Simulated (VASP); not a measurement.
Band structure of SrVO3 (cubic perovskite). All values below come from PBE GGA with D4 dispersion, VASP's PBE PAW potentials (set 64) (plane waves; VASP).

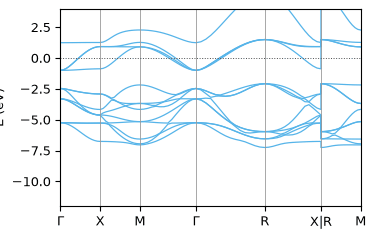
Bands along high-symmetry lines, zero at the valence-band maximum or, without a gap, the Fermi level

Question: Read the plot: is there a gap, and where are the band edges?

Answer: It has no gap at this level: it comes out as a metal or semimetal. (Edges off the drawn lines would not show.)

The compound is SrVO3 in the cubic perovskite structure. The cell was not relaxed at this level. The run is not spin-polarised, so no magnetic state was tried. The electron count is odd and the run is not spin-polarised, which forces a metal.
